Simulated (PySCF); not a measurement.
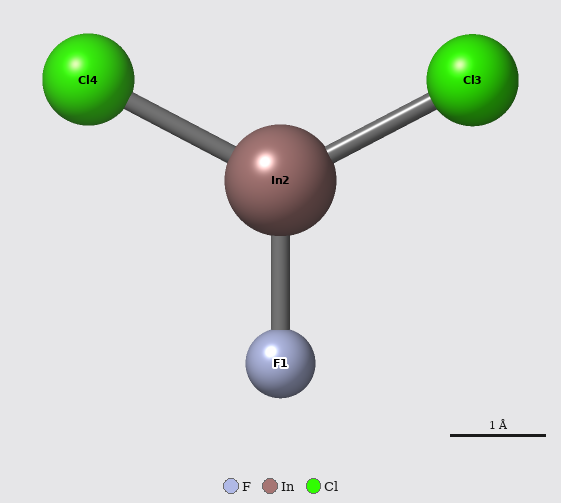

*The structure as given in the input (ball-and-stick view, seen on its broad side; atoms are numbered from 1 in the order of the input). Sticks mark near contacts.*

Run report: InCl2F, excited-state calculation

InCl2F, SMILES [F][In]([Cl])[Cl], computed with CIS/STO-3G, RHF (PySCF 2.14.0).

The geometry comes from this level: PBE0-D4/def2-TZVP.

## What the program printed
```
converged SCF energy = -6690.26239325269
Final energy -6690.262393252692
Excitation energies (eV)
[7.58358135 7.59025292 8.02070151]

** Singlet excitation energies and oscillator strengths **
state   eV      nm      f
  1    7.5836    163.5   0.03366
  2    7.5903    163.3   0.00965
  3    8.0207    154.6   0.00474
```

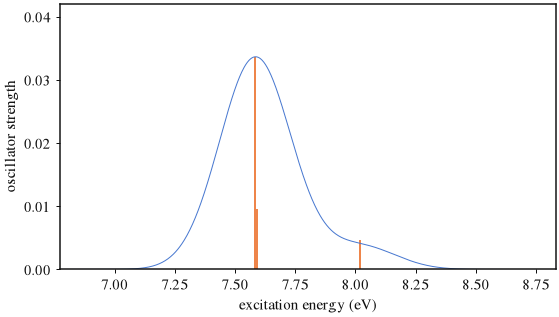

*Computed excitations as sticks (degenerate states added up, dark ones marked on the axis), with a Gaussian envelope of 0.35 eV full width at half maximum, scaled to the tallest.*

Of the 3 states the lowest lies at 7.58 eV (f = 0.034); the strongest line is at 7.58 eV, or 163 nm (f = 0.034).

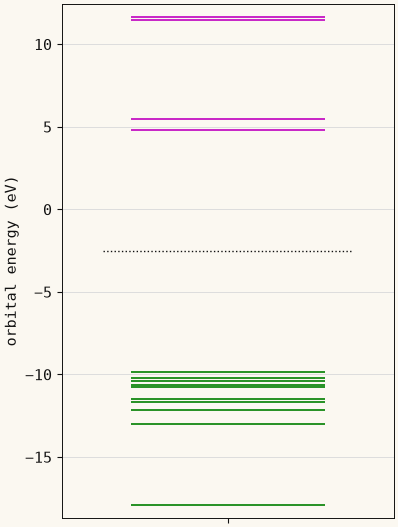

*Orbital energies near the frontier (SCF reference); the dotted line parts filled from empty levels, and levels within 0.02 eV of each other stand side by side.*

Highest filled −9.86 eV, lowest empty 4.81 eV, 14.67 eV apart.

The run was set up as follows.

## Input (run.py)
```python
# [F][In]([Cl])[Cl]
from pyscf import gto, scf, tdscf

system = gto.M(
    atom='''
F        0.230900       0.992100       1.678900
In       0.019100       0.009200       0.035600
Cl       1.200200      -1.933300      -0.195800
Cl      -1.394700       0.871700      -1.539000
''',
    verbose=3,
    max_memory=1860,
    basis='sto-3g',
)

hf = scf.RHF(system)
hf.conv_tol = 1e-10
hf.kernel()
if not hf.converged:
    hf = hf.newton().run(hf.mo_coeff, hf.mo_occ)

energy = hf.e_tot
print('Final energy', energy)

td = tdscf.TDA(hf)
td.nstates = 3
td.kernel()
td.analyze()
roots = td.e * 27.211386
osc = td.oscillator_strength()
print('state   eV      nm      f')
for i, (w, f) in enumerate(zip(roots, osc), 1):
    print('%3d %9.4f %8.1f %9.5f' % (i, w, 1239.842 / w, f))
```

Launch command:
```bash
OMP_NUM_THREADS=1 python run.py
```

## Summary

```csv
quantity,value
outcome,converged
total energy,−6690.262393 hartree
basis functions,50
HOMO of the SCF reference,−9.86 eV
LUMO of the SCF reference,4.81 eV
lowest excitation,7.58 eV
hardware,"1 thread of Arm Neoverse V1, 24 GiB of memory available, shared host"
wall time,1.8 s
peak memory,0.12 GiB
```

The record of the run, not the program, notes: no relativistic term for heavy atoms.
